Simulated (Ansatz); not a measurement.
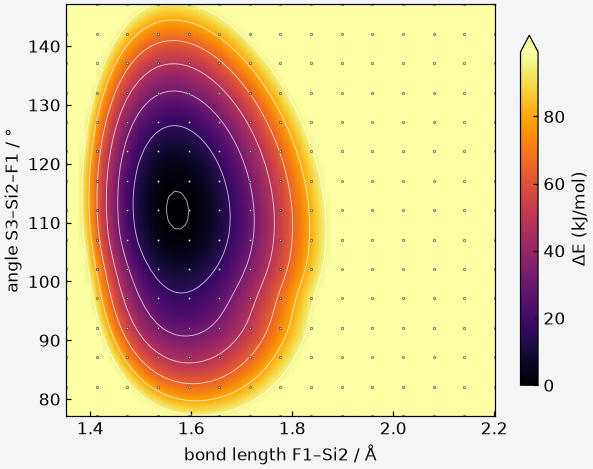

FH2SSi, SMILES F[SiH2][S], spin multiplicity 2. Coordinates scanned: (1) bond length F1–Si2; (2) angle S3–Si2–F1. Nothing is relaxed (all other coordinates rigid). The scan uses a 15 × 15 grid. Points are written as (first, second). All energies are given in kJ/mol relative to the lowest grid point. Method: Ansatz 0.2.0, UHF/def2-TZVP.

Drawn: a smooth colour map with a few white contour lines, dots at the grid points, one colour for all values above the top of the scale. Between grid points the surface is interpolated.

Question: Where is the minimum, and how stiff is the well along each coordinate?

Answer: The interpolated minimum is at bond length F1–Si2 ≈ 1.572 Å, angle S3–Si2–F1 ≈ 112.0°. The curvatures there are about 39 eV/Å² and 5.8 eV/rad², with a cross term of about 1 eV/(Å·rad). Round the minimum the two coordinates are weakly coupled (coupling 0.08 in units of the two stiffnesses). (1 eV is 96.5 kJ/mol.)
